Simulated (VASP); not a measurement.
Band structure of TiO$_{2}$ (rutile). Calculation: PBE GGA with D3 dispersion (Becke-Johnson damping), VASP's PBE PAW potentials (set 64) (plane waves; VASP 6.6.1).

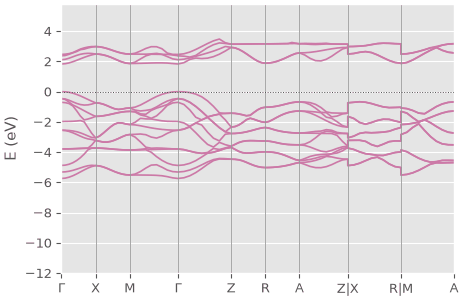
Bands along high-symmetry lines, zero at the valence-band maximum or, without a gap, the Fermi level

### Question
Read the plot: is there a gap, and where are the band edges?

### Answer
The gap is direct, 1.83 eV, from the valence maximum at Γ to the conduction minimum at Γ. (Edges off the drawn lines would not show.)

The compound is TiO2 in the rutile structure. It was relaxed first.
